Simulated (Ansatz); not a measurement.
# C$_{2}$H$_{11}$N$_{3}$Si (SMILES CC[Si](N)(N)N): what the fields show

```xyz
17

C     1.2254   -1.7808    0.0460
C     0.6591   -0.6947   -0.8643
Si   -0.4166    0.5608    0.0208
N     0.6080    1.3166    1.1812
N    -1.1779    1.4666   -1.2304
N    -1.7280    0.0009    0.9735
H     0.4227   -2.3434    0.5306
H     1.8408   -2.4972   -0.5051
H     1.8413   -1.3533    0.8408
H     0.0594   -1.1449   -1.6631
H     1.4769   -0.1654   -1.3708
H     1.5577    1.5525    0.9441
H     0.2240    1.9819    1.8329
H    -0.6862    1.6499   -2.0896
H    -1.7970    2.2276   -1.0010
H    -2.5655   -0.3385    0.5318
H    -1.5629   -0.4390    1.8629
```

Geometry: PBE0-D4/def2-TZVP.

Level of theory: RKS PBE0-D4/def2-TZVPP in Ansatz 0.2.0.

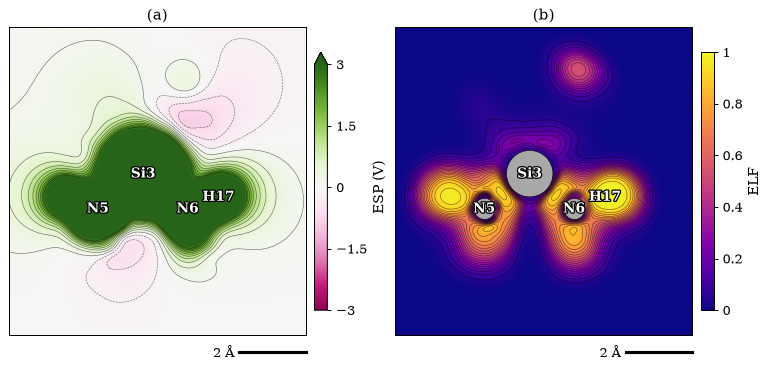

Figure 1. (a) electrostatic potential; (b) ELF on the plane of atoms N5, Si3 and N6. Grey discs cover the atomic cores in the ELF map.

> What do the fields say about this system?

The section cuts through Si, N and H sites.
Si–N (1.71 Å): the ELF peaks at about 0.90 between the atoms; a polar covalent bond.
N–H (1.01 Å): the ELF climbs to about 1 towards the hydrogen, as it does in any bond to H; a covalent bond by its length.
Outside the dense part of the molecule the potential is most negative (−0.9 V) near H9, which lies off the plane.

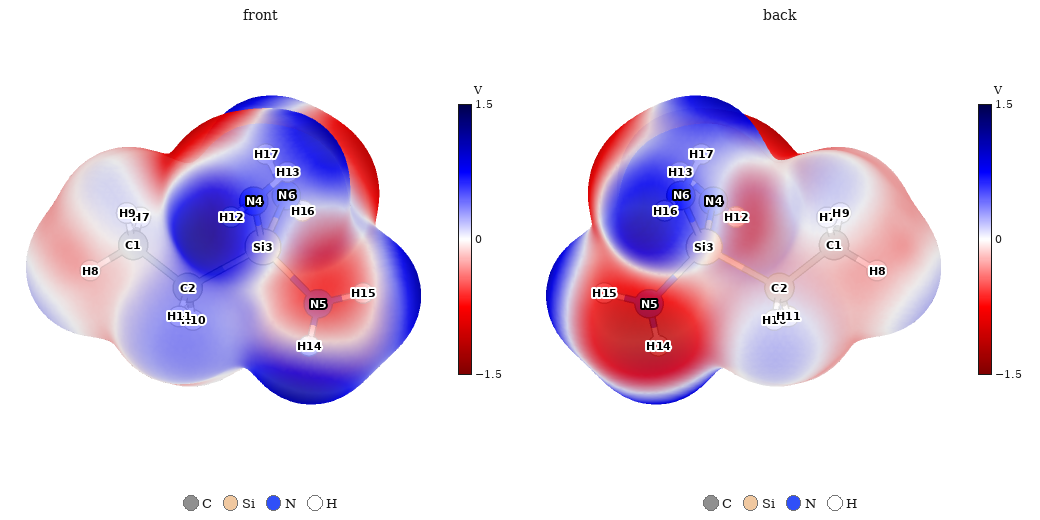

Figure 2. The molecular electrostatic potential painted on the density surface at 0.001 e/bohr³, seen from the front and from behind; the colour scale runs from red (negative) to blue (positive).

> Which sites attract a positive test charge, and which a negative one?

A positive charge is drawn to the negative regions and a negative charge to the positive ones. The most negative region (about −1.1 V) lies over N4 and N5, the most positive (about +1.1 V) over H12 and H14.

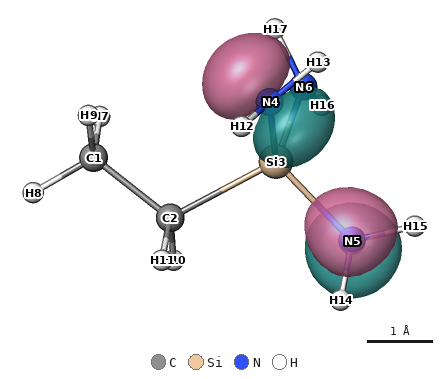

Figure 3. The HOMO at ±0.2 Å⁻³ᐟ² (teal and pink are the two phases), seen across its widest extent.

> What is the character of this orbital?

Its weight (Hirshfeld) is mainly on N4 (about 40 %) and N5 (about 40 %); largely a combination of lone pairs on N4 and N5. Its energy is −6.72 eV.
